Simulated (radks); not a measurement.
# Valence configurations of Sn³⁺

NIST gives [Kr] 4d10 5s1 as the ground configuration of Sn³⁺. Does this level of theory agree? Several fillings of the valence shells are run.

Program: radks (a radial shooting solver on a logarithmic mesh, Libxc functionals) version 1. Level of theory: scalar-relativistic Kohn-Sham, PBE, spin-polarised, spherical densities, point nucleus; open shells are filled with parallel spins first. These are calculated values, not measurements, unless marked.

## Step 1: Starting point

- element: tin (Z = 50)
- charge: +3
- electrons: 47
- configuration: [Kr] 4d10 5s1
- others tried: 4d9 5s1 5p1; 4d9.5 5s1 5p0.5; 4d9.5 5s0.5 5p1; 4d9 5s2; 4d8 5s1 5p2; 4d10 5p1; 4d8.5 5s1 5p1.5; 4d9.5 5s1.5; 4d8 5s2 5p1

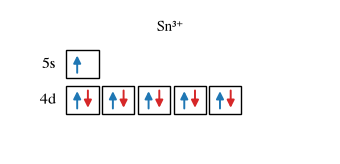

Outer shells as boxes.

In the logs a row gives level, spin channel, occupation and eigenvalue; Etot, Ekin, Encl (electron-nucleus), Eh (Hartree) and Exc are energies, all in hartree; err is the last residual, it the number of iterations.

## Step 2: [Kr] 4d10 5s1

Input:

```text
Z 50
configuration [Kr] 4d10 5s1
relativity scalar-relativistic
functional pbe,pbe
spin polarised
nucleus point
c 137.035999084
```

What it wrote:

```text
1s      1   1.0000       -1067.35632594
2s      1   1.0000        -162.05650577
2p      1   3.0000        -145.58798054
3s      1   1.0000         -32.15158329
3p      1   3.0000         -26.77008506
3d      1   5.0000         -18.48684286
4s      1   1.0000          -6.00740373
4p      1   3.0000          -4.38170936
4d      1   5.0000          -2.02854329
5s      1   1.0000          -1.34111470
1s      2   1.0000       -1067.35465006
2s      2   1.0000        -162.05582715
2p      2   3.0000        -145.58718072
3s      2   1.0000         -32.15009532
3p      2   3.0000         -26.76857203
3d      2   5.0000         -18.48553942
4s      2   1.0000          -6.00393686
4p      2   3.0000          -4.37699558
4d      2   5.0000          -2.01710719
5s      2   0.0000          -1.29860897
Etot -6175.308988665747
Ekin 6447.701946494435
Encl -14882.336554263753
Eh 2423.3392419030843
Exc -164.01362279951329
err 5.300150694380174e-09
it 14
```

Highest occupied level: 5s up at -36.494 eV.

From the orbitals of this run (lengths in bohr):

```tsv
level	occupation	energy (eV)	<r>	outermost maximum (interpolated)	90 % within	nodes
4s up	1	-163.47	0.8185	0.746	1.18	3
4s down	1	-163.38	0.8181	0.746	1.18	3
4p up	3	-119.23	0.8853	0.788	1.30	2
4p down	3	-119.10	0.8841	0.788	1.30	2
4d up	5	-55.199	1.084	0.886	1.68	1
4d down	5	-54.888	1.077	0.885	1.66	1
5s up	1	-36.494	2.118	1.89	3.05	4
5s down	0	-35.337	2.112	1.89	3.04	4
```

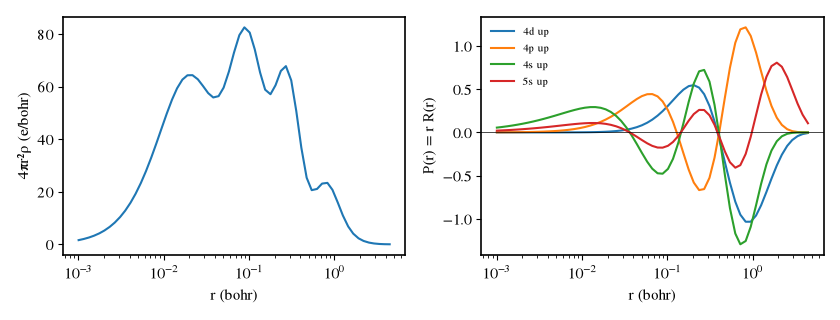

Radial density (left) and radial functions of outer levels (right).

## Step 3: [Kr] 4d9 5s1 5p1

Input:

```text
Z 50
configuration [Kr] 4d9 5s1 5p1
relativity scalar-relativistic
functional pbe,pbe
spin polarised
nucleus point
c 137.035999084
```

What it wrote:

```text
1s      1   1.0000       -1067.67000994
2s      1   1.0000        -162.39042393
2p      1   3.0000        -145.92007551
3s      1   1.0000         -32.47205544
3p      1   3.0000         -27.09102228
3d      1   5.0000         -18.81165949
4s      1   1.0000          -6.30446229
4p      1   3.0000          -4.66797006
4d      1   5.0000          -2.28354325
5s      1   1.0000          -1.46437177
5p      1   1.0000          -1.10247099
1s      2   1.0000       -1067.66680271
2s      2   1.0000        -162.37900716
2p      2   3.0000        -145.91038590
3s      2   1.0000         -32.46439938
3p      2   3.0000         -27.08244033
3d      2   5.0000         -18.80011899
4s      2   1.0000          -6.26299137
4p      2   3.0000          -4.62468942
4d      2   4.0000          -2.23279832
5s      2   0.0000          -1.37645551
5p      2   0.0000          -1.01409195
Etot -6174.237330591766
Ekin 6446.7098321240965
Encl -14867.011404853925
Eh 2409.644333719691
Exc -163.5800915816272
err 9.221382302687078e-09
it 14
```

Energy against step 2 ([Kr] 4d10 5s1): +29.161 eV. 5p up is the highest filled level (-30.000 eV).

## Step 4: [Kr] 4d9.5 5s1 5p0.5

Input:

```text
Z 50
configuration [Kr] 4d9.5 5s1 5p0.5
relativity scalar-relativistic
functional pbe,pbe
spin polarised
nucleus point
c 137.035999084
```

What it wrote:

```text
1s      1   1.0000       -1067.51253364
2s      1   1.0000        -162.22247202
2p      1   3.0000        -145.75305662
3s      1   1.0000         -32.31119350
3p      1   3.0000         -26.92991977
3d      1   5.0000         -18.64853662
4s      1   1.0000          -6.15608328
4p      1   3.0000          -4.52512367
4d      1   5.0000          -2.15641116
5s      1   1.0000          -1.40417528
5p      1   0.5000          -1.05400637
1s      2   1.0000       -1067.51013347
2s      2   1.0000        -162.21659089
2p      2   3.0000        -145.74795908
3s      2   1.0000         -32.30672853
3p      2   3.0000         -26.92499559
3d      2   5.0000         -18.64228348
4s      2   1.0000          -6.13420119
4p      2   3.0000          -4.50167720
4d      2   4.5000          -2.12566492
5s      2   0.0000          -1.33822237
5p      2   0.0000          -0.98705746
Etot -6174.787680183765
Ekin 6447.219484679066
Encl -14874.699122157577
Eh 2416.4824164864312
Exc -163.7904591916847
err 8.500243884543655e-09
it 14
```

Energy against step 2 ([Kr] 4d10 5s1): +14.186 eV. 5p up is the highest filled level (-28.681 eV).

## Step 5: [Kr] 4d9.5 5s0.5 5p1

Input:

```text
Z 50
configuration [Kr] 4d9.5 5s0.5 5p1
relativity scalar-relativistic
functional pbe,pbe
spin polarised
nucleus point
c 137.035999084
```

What it wrote:

```text
1s      1   1.0000       -1067.53775170
2s      1   1.0000        -162.24729854
2p      1   3.0000        -145.77788404
3s      1   1.0000         -32.33642766
3p      1   3.0000         -26.95516305
3d      1   5.0000         -18.67377102
4s      1   1.0000          -6.18110153
4p      1   3.0000          -4.54979525
4d      1   5.0000          -2.17929864
5s      1   0.5000          -1.41799583
5p      1   1.0000          -1.06677558
1s      2   1.0000       -1067.53560579
2s      2   1.0000        -162.24161316
2p      2   3.0000        -145.77278189
3s      2   1.0000         -32.33223518
3p      2   3.0000         -26.95045365
3d      2   5.0000         -18.66768427
4s      2   1.0000          -6.15958187
4p      2   3.0000          -4.52698347
4d      2   4.5000          -2.15021939
5s      2   0.0000          -1.35407425
5p      2   0.0000          -0.99993161
Etot -6174.612329736508
Ekin 6447.020915784577
Encl -14873.195615562876
Eh 2415.320365323732
Exc -163.75799528194102
err 9.6011974862638e-09
it 14
```

Energy against step 2 ([Kr] 4d10 5s1): +18.957 eV. Highest occupied level: 5p up at -29.028 eV.

## Step 6: [Kr] 4d9 5s2

Input:

```text
Z 50
configuration [Kr] 4d9 5s2
relativity scalar-relativistic
functional pbe,pbe
spin polarised
nucleus point
c 137.035999084
```

What it wrote:

```text
1s      1   1.0000       -1067.62237920
2s      1   1.0000        -162.34411672
2p      1   3.0000        -145.87369930
3s      1   1.0000         -32.42401498
3p      1   3.0000         -27.04292397
3d      1   5.0000         -18.76374760
4s      1   1.0000          -6.25465321
4p      1   3.0000          -4.61795569
4d      1   5.0000          -2.23162276
5s      1   1.0000          -1.40351077
1s      2   1.0000       -1067.62231278
2s      2   1.0000        -162.33409825
2p      2   3.0000        -145.86602631
3s      2   1.0000         -32.41920668
3p      2   3.0000         -27.03739192
3d      2   5.0000         -18.75500143
4s      2   1.0000          -6.22058601
4p      2   3.0000          -4.58372219
4d      2   4.0000          -2.19952889
5s      2   1.0000          -1.39284973
Etot -6174.5474258305885
Ekin 6447.060316526633
Encl -14869.789048910683
Eh 2411.7728958102857
Exc -163.59158925682388
err 3.832757037812187e-09
it 14
```

E − E(step 2, [Kr] 4d10 5s1) = +20.723 eV. The top filled level is 5s down, -37.901 eV.

## Step 7: [Kr] 4d8 5s1 5p2

Input:

```text
Z 50
configuration [Kr] 4d8 5s1 5p2
relativity scalar-relativistic
functional pbe,pbe
spin polarised
nucleus point
c 137.035999084
```

What it wrote:

```text
1s      1   1.0000       -1067.98905925
2s      1   1.0000        -162.73251843
2p      1   3.0000        -146.26018722
3s      1   1.0000         -32.79770390
3p      1   3.0000         -27.41719828
3d      1   5.0000         -19.14235890
4s      1   1.0000          -6.60037107
4p      1   3.0000          -4.95215809
4d      1   5.0000          -2.53626984
5s      1   1.0000          -1.57704527
5p      1   2.0000          -1.19219585
1s      2   1.0000       -1067.98398932
2s      2   1.0000        -162.70906745
2p      2   3.0000        -146.24045975
3s      2   1.0000         -32.78303872
3p      2   3.0000         -27.40057854
3d      2   5.0000         -19.11926081
4s      2   1.0000          -6.51606251
4p      2   3.0000          -4.86568782
4d      2   3.0000          -2.44279598
5s      2   0.0000          -1.44798674
5p      2   0.0000          -1.06375968
Etot -6173.047356650817
Ekin 6445.607974982741
Encl -14851.471538524711
Eh 2396.014636954943
Exc -163.19843006378943
err 8.166846327416146e-09
it 14
```

Energy against step 2 ([Kr] 4d10 5s1): +61.542 eV. 5p up is the highest filled level (-32.441 eV).

## Step 8: [Kr] 4d10 5p1

Input:

```text
Z 50
configuration [Kr] 4d10 5p1
relativity scalar-relativistic
functional pbe,pbe
spin polarised
nucleus point
c 137.035999084
```

What it wrote:

```text
1s      1   1.0000       -1067.40781061
2s      1   1.0000        -162.10708548
2p      1   3.0000        -145.63857001
3s      1   1.0000         -32.20300065
3p      1   3.0000         -26.82151816
3d      1   5.0000         -18.53824154
4s      1   1.0000          -6.05854162
4p      1   3.0000          -4.43217711
4d      1   5.0000          -2.07536461
5p      1   1.0000          -1.02922007
1s      2   1.0000       -1067.40664397
2s      2   1.0000        -162.10680047
2p      2   3.0000        -145.63778624
3s      2   1.0000         -32.20206147
3p      2   3.0000         -26.82044698
3d      2   5.0000         -18.53728874
4s      2   1.0000          -6.05590007
4p      2   3.0000          -4.42885997
4d      2   5.0000          -2.06744413
5p      2   0.0000          -0.98499587
Etot -6174.969684550015
Ekin 6447.318520274612
Encl -14879.294744489636
Eh 2420.9549202866074
Exc -163.9483806215973
err 9.695671360311933e-09
it 14
```

E − E(step 2, [Kr] 4d10 5s1) = +9.233 eV. Highest occupied level: 5p up at -28.007 eV.

## Step 9: [Kr] 4d8.5 5s1 5p1.5

Input:

```text
Z 50
configuration [Kr] 4d8.5 5s1 5p1.5
relativity scalar-relativistic
functional pbe,pbe
spin polarised
nucleus point
c 137.035999084
```

What it wrote:

```text
1s      1   1.0000       -1067.82882721
2s      1   1.0000        -162.56041846
2p      1   3.0000        -146.08909731
3s      1   1.0000         -32.63420881
3p      1   3.0000         -27.25343181
3d      1   5.0000         -18.97625036
4s      1   1.0000          -6.45254761
4p      1   3.0000          -4.81029408
4d      1   5.0000          -2.41011291
5s      1   1.0000          -1.52186548
5p      1   1.5000          -1.14842682
1s      2   1.0000       -1067.82473006
2s      2   1.0000        -162.54314289
2p      2   3.0000        -146.07452936
3s      2   1.0000         -32.62315191
3p      2   3.0000         -27.24095048
3d      2   5.0000         -18.95909327
4s      2   1.0000          -6.39028511
4p      2   3.0000          -4.74602760
4d      2   3.5000          -2.33850781
5s      2   0.0000          -1.41307095
5p      2   0.0000          -1.03971162
Etot -6173.657379029468
Ekin 6446.172740709751
Encl -14859.27010581996
Eh 2402.8226877616867
Exc -163.3827016809467
err 8.915328964118425e-09
it 14
```

Energy against step 2 ([Kr] 4d10 5s1): +44.943 eV. Highest occupied level: 5p up at -31.250 eV.

## Step 10: [Kr] 4d9.5 5s1.5

Input:

```text
Z 50
configuration [Kr] 4d9.5 5s1.5
relativity scalar-relativistic
functional pbe,pbe
spin polarised
nucleus point
c 137.035999084
```

What it wrote:

```text
1s      1   1.0000       -1067.48807070
2s      1   1.0000        -162.19878454
2p      1   3.0000        -145.72932428
3s      1   1.0000         -32.28660272
3p      1   3.0000         -26.90530458
3d      1   5.0000         -18.62403450
4s      1   1.0000          -6.13052285
4p      1   3.0000          -4.49939628
4d      1   5.0000          -2.12950870
5s      1   1.0000          -1.37251318
1s      2   1.0000       -1067.48716800
2s      2   1.0000        -162.19349982
2p      2   3.0000        -145.72513045
3s      2   1.0000         -32.28346046
3p      2   3.0000         -26.90179291
3d      2   5.0000         -18.61904925
4s      2   1.0000          -6.11206406
4p      2   3.0000          -4.48027366
4d      2   4.5000          -2.10828244
5s      2   0.5000          -1.34659498
Etot -6174.939426552937
Ekin 6447.390992833094
Encl -14876.115643121437
Eh 2417.5840491421413
Exc -163.79882540673623
err 2.3031815865112944e-09
it 14
```

E − E(step 2, [Kr] 4d10 5s1) = +10.056 eV. 5s down is the highest filled level (-36.643 eV).

## Step 11: [Kr] 4d8 5s2 5p1

Input:

```text
Z 50
configuration [Kr] 4d8 5s2 5p1
relativity scalar-relativistic
functional pbe,pbe
spin polarised
nucleus point
c 137.035999084
```

What it wrote:

```text
1s      1   1.0000       -1067.94751191
2s      1   1.0000        -162.69171590
2p      1   3.0000        -146.21937440
3s      1   1.0000         -32.75506764
3p      1   3.0000         -27.37448619
3d      1   5.0000         -19.09977698
4s      1   1.0000          -6.55583735
4p      1   3.0000          -4.90762469
4d      1   5.0000          -2.49058813
5s      1   1.0000          -1.52608889
5p      1   1.0000          -1.14639433
1s      2   1.0000       -1067.94596448
2s      2   1.0000        -162.67011399
2p      2   3.0000        -146.20213921
3s      2   1.0000         -32.74374170
3p      2   3.0000         -27.36145882
3d      2   5.0000         -19.08007419
4s      2   1.0000          -6.48065728
4p      2   3.0000          -4.83182748
4d      2   3.0000          -2.41601912
5s      2   1.0000          -1.46923208
5p      2   0.0000          -1.09481396
Etot -6173.336773849771
Ekin 6445.934783063911
Encl -14853.969752940782
Eh 2397.8557355088874
Exc -163.15753948178602
err 7.242567843022973e-09
it 14
```

Energy against step 2 ([Kr] 4d10 5s1): +53.667 eV. 5p up is the highest filled level (-31.195 eV).

## Step 12: Results

```tsv
valence	E − E(NIST configuration) (eV)	moment (μB)	highest level	its energy (eV)	1s shift (eV)
4d10 5s1	0.000	1	5s up	-36.494	+0.00
4d10 5p1	9.233	1	5p up	-28.007	-1.40
4d9.5 5s1.5	10.056	1	5s down	-36.643	-3.58
4d9.5 5s1 5p0.5	14.186	2	5p up	-28.681	-4.25
4d9.5 5s0.5 5p1	18.957	2	5p up	-29.028	-4.94
4d9 5s2	20.723	1	5s down	-37.901	-7.24
4d9 5s1 5p1	29.161	3	5p up	-30.000	-8.54
4d8.5 5s1 5p1.5	44.943	4	5p up	-31.250	-12.86
4d8 5s2 5p1	53.667	3	5p up	-31.195	-16.09
4d8 5s1 5p2	61.542	5	5p up	-32.441	-17.22
```

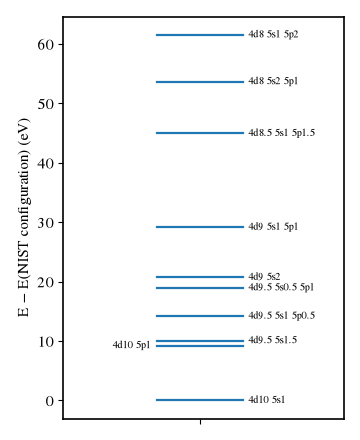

Energies of the configurations.

What this shows: Theory agrees with NIST among these: the next, 4d10 5p1, lies 9.233 eV higher. The energies are those of spherical high-spin densities, not of single terms. The 1s eigenvalue shifts by up to 17.22 eV as the valence charge is rearranged.
